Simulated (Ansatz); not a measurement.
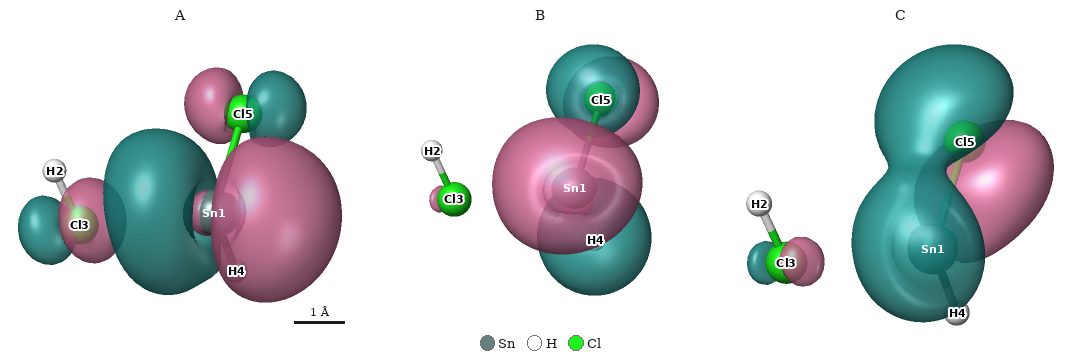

The picture shows: ClHSn···HCl. Three frontier orbitals at ±0.08 Å⁻³ᐟ² (teal and pink are the two phases), in no order.

Core potentials replace the inner electrons of Sn.

Theory: RKS PBE/def2-SVP in Ansatz.

```yaml
atoms:
  - { symbol: Sn, position_ang: [-1.0494, 0.2457, 0.3256] }
  - { symbol: H, position_ang: [1.9600, -0.5907, 1.7234] }
  - { symbol: Cl, position_ang: [1.9150, 0.4272, 0.9145] }
  - { symbol: H, position_ang: [-0.5360, 1.2529, -1.0886] }
  - { symbol: Cl, position_ang: [-0.8127, -1.8819, -0.8296] }
```

Q: Which picture is the HOMO−1, the HOMO and the LUMO?

A: C is the HOMO−1 (−6.79 eV). By Hirshfeld shares it lies mainly on Cl5 (about 80 %) and Sn1 (about 20 %). B is the HOMO (−5.46 eV). Its weight (Hirshfeld) is mainly on Sn1 (about 50 %), Cl5 (about 25 %) and H4 (about 25 %). A is the LUMO (−2.79 eV). Its weight (Hirshfeld) is mainly on Sn1 (about 75 %), Cl3 (about 10 %) and Cl5 (about 10 %).

Q: What is the HOMO–LUMO gap?

A: 2.67 eV between the orbital energies.
